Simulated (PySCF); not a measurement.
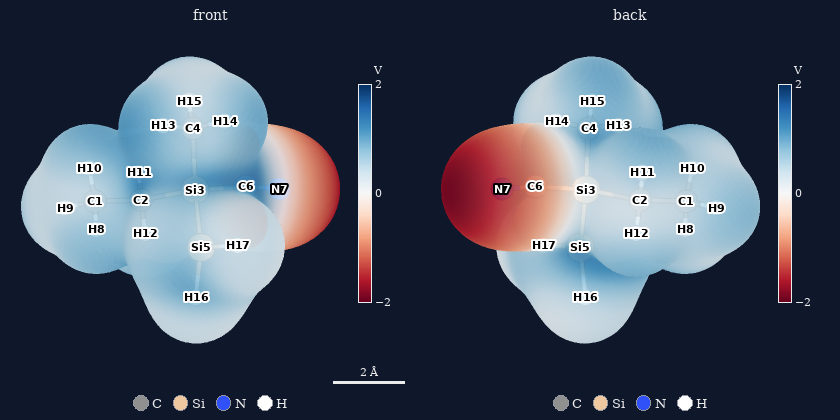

Figure 1: C$_{4}$H$_{10}$NSi$_{2}$ (doublet). The electrostatic potential painted on the density surface at 0.002 e/bohr³, seen from the front and from behind; the colour scale runs from red (negative) to blue (positive).

Geometry: GFN2-xTB.

All numbers below come from UKS B3LYP, pcH-1 on C H N Si, non-relativistic, mean-field spin-orbit, GIAO (PySCF 2.14.0, density-fitted response routines).

The calculation's input:

```
{"job": {"kind": "epr", "basis": "pcH-1"}, "charge": 0, "multiplicity": 2}
C     -1.693729    -0.573095     1.239618
C     -0.834119    -1.171576     0.134388
Si     0.557620     0.014436    -0.436820
C     -0.184268     1.569428    -1.258590
Si     1.910961     0.575382     1.320033
C      1.395315    -0.908581    -1.840098
N      2.043642    -1.464023    -2.609310
H     -1.087882    -0.323912     2.110417
H     -2.466068    -1.273239     1.554320
H     -2.184075     0.335756     0.896430
H     -1.471949    -1.432989    -0.712128
H     -0.395646    -2.106685     0.487624
H     -0.752671     2.156276    -0.542466
H      0.596255     2.208972    -1.660340
H     -0.849527     1.311446    -2.078518
H      2.416841    -0.454974     2.231258
H      2.992301     1.549408     1.154271
```

Launched as:

```sh
OMP_NUM_THREADS=1 python probes_run.py task.json out
```

Where is the surface potential most negative and most positive?

Answer. The most negative region (about −1.9 V) lies over N7, the most positive (about +1.3 V) over Si3 and Si5. N7 is the likeliest acceptor of a hydrogen bond.
